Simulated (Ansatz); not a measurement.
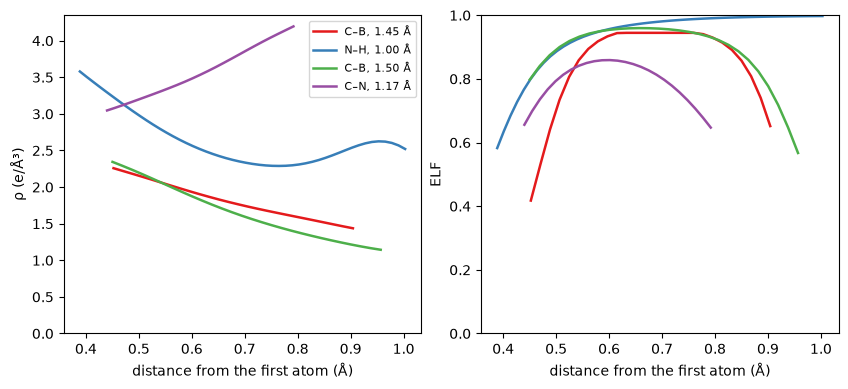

*C$_{2}$H$_{4}$BN. Electron density and ELF along straight lines between neighbouring atoms. The curves leave out the atomic cores.*

Geometry: PBE0-D4/def2-TZVP.

All numbers below come from Ansatz, RKS PBE0-D4/def2-TZVPP.

```yaml
atoms:
  - { symbol: N, position_ang: [-1.0219, 1.7487, -0.5457] }
  - { symbol: C, position_ang: [-0.2411, 0.9671, -0.1507] }
  - { symbol: B, position_ang: [0.6937, -0.0502, 0.4353] }
  - { symbol: C, position_ang: [0.2194, -1.4050, 0.2536] }
  - { symbol: H, position_ang: [-1.3119, 2.2630, -1.3564] }
  - { symbol: H, position_ang: [1.6995, 0.3454, 0.9461] }
  - { symbol: H, position_ang: [0.7766, -2.2750, 0.5916] }
  - { symbol: H, position_ang: [-0.7222, -1.6513, -0.2296] }
```

Q: What can be read from the curves?

A: C–B (1.45 Å): ρ is about 1.7 e/Å³ halfway; the ELF peaks at about 0.95 between the atoms: a covalent bond.
N–H (1.00 Å): the density is about 3 e/Å³ at the midpoint; the ELF climbs to about 1 towards the hydrogen, as it does in any bond to H: an ordinary covalent bond to hydrogen.
C–B (1.50 Å): the density is about 1.5 e/Å³ at the midpoint; the ELF peaks at about 0.95 between the atoms: a covalent bond.
C–N (1.17 Å): ρ is about 3.4 e/Å³ halfway; the ELF peaks at about 0.85 between the atoms; a multiple bond.
